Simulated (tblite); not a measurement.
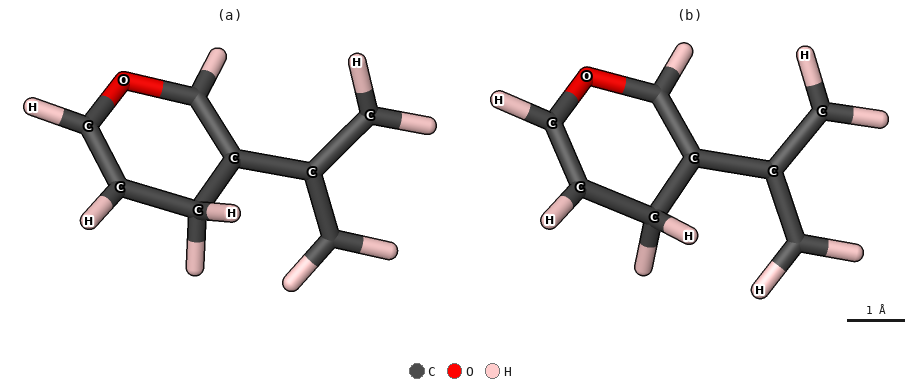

The structure of C₈H₉O (multiplicity 2) before (left) and after (right) a relaxation, at one scale.

A stick model, seen at a tilt.

These are results of tblite 0.8.0, GFN2-xTB geometry optimisation, gas phase, not measurements. 

### Summarise the run.

The largest move after the best rigid fit is that of an H atom, 0.48 Å. Largest moves by element: H 0.48 Å, C 0.28 Å, O 0.14 Å. Some distances before and after: C–C 1.455 → 1.382 Å, C–C 1.323 → 1.381 Å, C–C 1.356 → 1.332 Å, C–H 1.097 → 1.075 Å. Among the angles between lasting bonds that change: C–C–C 113.1° → 109.7°, C–O–C 118.1° → 115.7°, C–C–H 125.7° → 123.3°. Groups turn about C–C by about 20°. Over 110 geometry steps the energy falls by 0.274 eV. The run took 0.57 s on 1 thread of Arm Neoverse V2, with other jobs on the host.
